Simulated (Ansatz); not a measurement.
The reference is NaF in the rock salt structure (space group Fm-3m, No. 225; a = 4.7016 Å).

Modification: hydrostatic tension (pressure −1 GPa).

Computed with PBE (Ansatz, a first-principles code; PAW; 420 eV plane waves; no spin-orbit coupling).

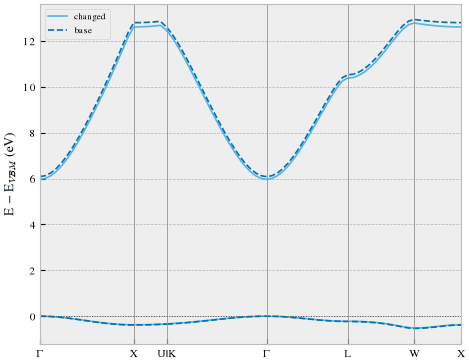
Figure: Highest valence and lowest conduction band along the path, each from its own valence-band maximum

Task: Read the changed gap and its character from the plot.

Result: About 6.0 eV, direct at Γ.

Load acts through the strain it causes; cell and atoms are relaxed under it. Stability against distortions was not tested.
